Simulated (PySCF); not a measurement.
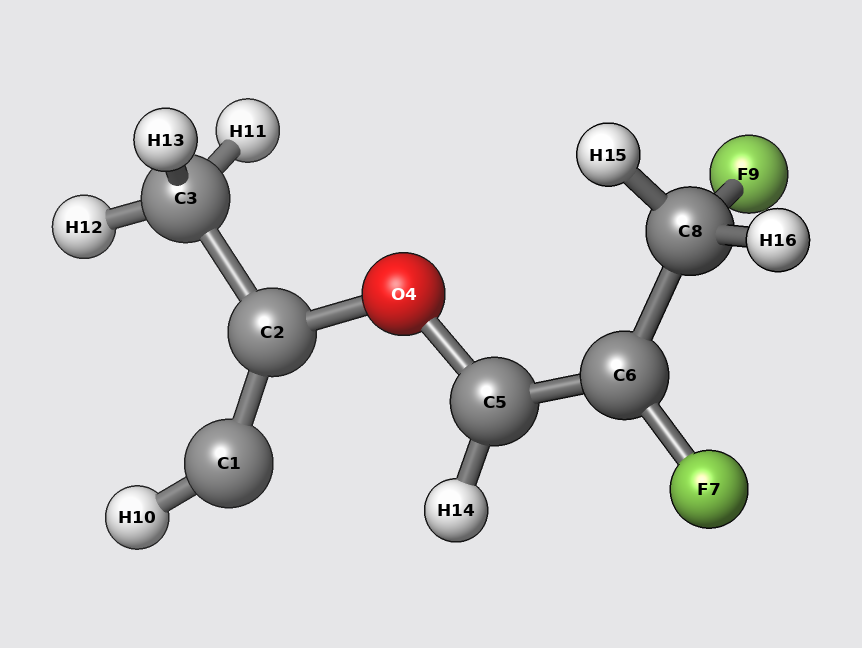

State: neutral, doublet. Computed geometry: GFN2-xTB optimisation. No frequency run is at hand to confirm it as a minimum. Properties computed with UKS B3LYP, pcH-1 on C F H O, non-relativistic (PySCF 2.14.0).

Give the isotropic hyperfine couplings (Fermi-contact term alone) of C1, C2, C3, O4, C5, C6, F7, C8, F9, H10, H11, H12, H13, H14, H15, H16.

```tsv
atom	isotope	a_iso (MHz)
C1	13C	270.1
C2	13C	−38.4
C3	13C	53.7
O4	17O	−26.2
C5	13C	12.9
C6	13C	−2.3
F7	19F	4.4
C8	13C	1.7
F9	19F	−2.8
H10	1H	10.4
H11	1H	3.5
H12	1H	5.2
H13	1H	−0.4
H14	1H	−0.7
H15	1H	−0.1
H16	1H	1.3
```
